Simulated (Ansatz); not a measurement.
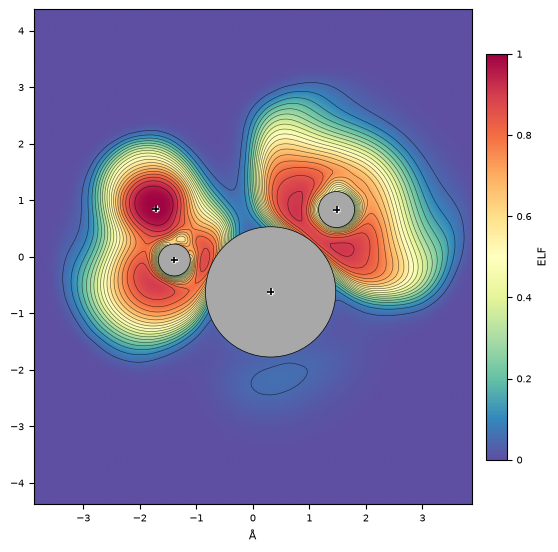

The ELF on a plane through atoms (crosses mark nuclei in the plane; grey discs cover the cores).

Method: isolated molecule in a Gaussian basis; Kohn-Sham density functional theory, functional PBE0 in Ansatz 0.2.0.

Candidates:
A. Br₂F₄Ga₂
B. H₄O₃SeTi
C. H₅NO₃Ti

**Which candidate gave the map?**

Candidate C: H₅NO₃Ti on the plane of atoms Ti5, O4 and H10, which holds N, O, Ti and H. Ti–O (1.79 Å): the ELF peaks at about 0.85 in the valence shell of O, 0.5 Å from its nucleus, and is about 0.30 at the midpoint. Ti–N (1.87 Å): the ELF peaks at about 0.90 in the valence shell of N, 0.6 Å from its nucleus, and is about 0.35 at the midpoint.
